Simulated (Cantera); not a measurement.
A closed system holds: 1 mol SiC, 0.033 mol O₂, 570 mol H₂, held at 133 Pa.

Equilibrium computed with Cantera from the NASA thermochemical tables; the gas is ideal and each condensed phase is pure. Candidate condensed phases: C, C₆H₆, C₇H₈, C₈H₁₈, H₂O, Si, SiC, SiO₂; 123 gas species. Rates play no part.

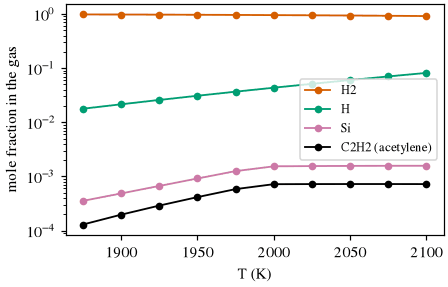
Fig. 1. Equilibrium gas composition (values under 1e-9 drawn at 1e-9)

From 1875 K to 1975 K the condensed part is SiC(s). From 2000 K to 2100 K nothing is condensed. The main Si-bearing gas is Si throughout.
